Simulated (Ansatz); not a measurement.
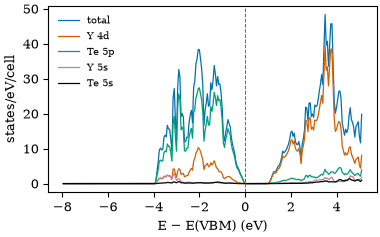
Total and projected density of states of Y2Te3 in space group Fddd (No. 70; Y on 16g, Y on 16g, Te on 16e, Te on 32h), r²SCAN (plane waves, PAW; program Ansatz)

Problem. Which orbitals carry the states next to the gap?

Solution. Top 1 eV of the valence band: Te 5p 86 %, Y 4d 11 %. Bottom 1 eV of the conduction band: Y 4d 85 %, Te 5p 10 %. Projections are on Löwdin-orthogonalised atomic valence shells; empty p or d shells of many metals are not among them.

Problem. Where is the tallest occupied peak in this window, and what makes it?

Solution. Near -2.0 eV, about 38 states/eV per cell; the largest projected share is Te 5p.

The first step of the workflow began from a Materials Project structure, measured or hypothetical; the Crystallography Open Database copy checked does not list it. Its standing as an ambient phase is unchecked. The r²SCAN relaxation kept the symmetry of its start; its stability against distortions is not shown here. The run is not spin-polarised. Scalar-relativistic: spin–orbit coupling is off unless named, which matters more the heavier the elements.

Potentials: the later of the program's two PAW sets.
